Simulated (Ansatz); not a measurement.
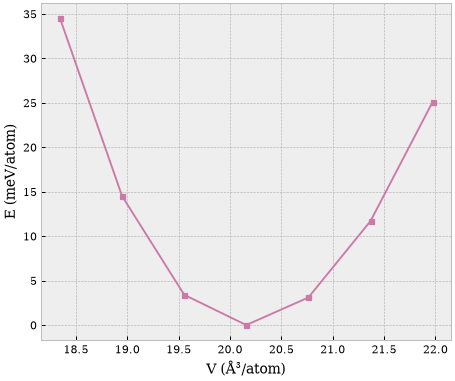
*Al (simple cubic, Pm-3m) under volume change, PBE (plane waves, PAW; program Ansatz), scaled uniformly.*

### Question
What does a third-order Birch–Murnaghan fit give for V₀, B₀ and B′?

### Answer
V₀ = 20.16 Å³/atom, B₀ = 57.3 GPa, B′ = 4.3.

A made-up cell: these elements were put on the sites of a structure type; neither database checked (COD, Materials Project) lists it. It is not the phase usual at ambient conditions (space group No. 225). Symmetry was held in the PBE relaxation. At this level the phase is mechanically unstable.

Potentials: the later of the program's two PAW sets.
